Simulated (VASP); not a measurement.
System: Sr2B2C.

```yaml
crystal:
  lattice:
    - [4.53348, 0.00000, 0.00000]
    - [0.00000, 4.53348, 0.00000]
    - [0.00000, 0.00000, 6.39965]
  atoms:
    - { symbol: Sr, position: [0.00000, 0.00000, 0.00000] }
    - { symbol: Sr, position: [0.00000, 0.00000, 0.50000] }
    - { symbol: B, position: [0.50000, 0.00000, 0.00000] }
    - { symbol: B, position: [0.00000, 0.50000, 0.00000] }
    - { symbol: C, position: [0.50000, 0.50000, 0.00000] }
```

Space group P4/mmm; a generated structure, not necessarily the stable one.

Computed with VASP 6.6.1, Kohn-Sham DFT of a periodic cell, PBE, VASP PAW PBE potentials, recommended.

### What can the converged valence pseudo-density and electron localisation function tell about the bonding?

Sr–B (2.27 Å): ρ at the midpoint is about 0.55 e/Å³, with its minimum of 0.47 e/Å³ about 1.3 Å from Sr; the ELF peaks at about 0.75 in the valence shell of B, 0.7 Å from its nucleus, and drops to about 0.40 between the two atoms.
Sr–C (3.21 Å): the density is about 0.13 e/Å³ at the midpoint; the ELF is about 0.10 at the midpoint (no shared electron pair shows on this line).

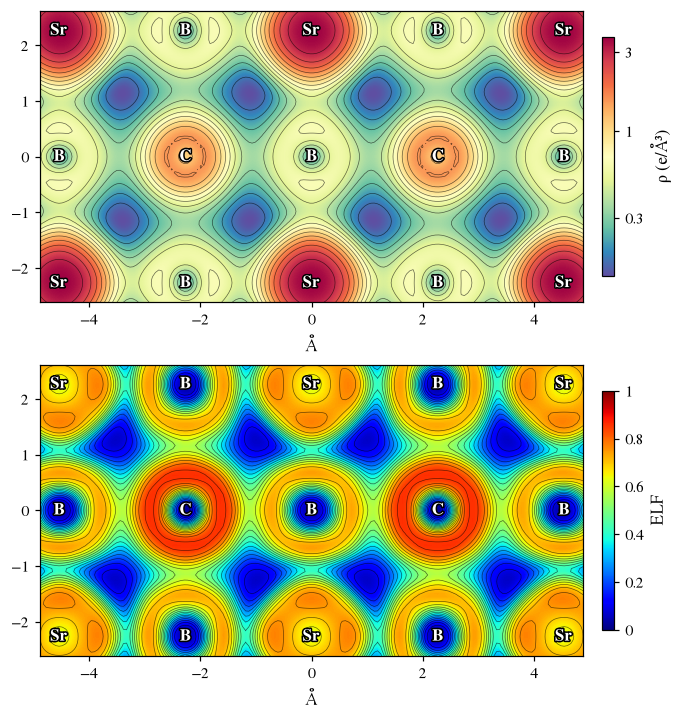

Computed valence pseudo-density and electron localisation function on the (001) plane of the conventional cell, in this order. 

The density is the valence pseudo-density of a PAW calculation; it isn't the true density close to the nuclei.
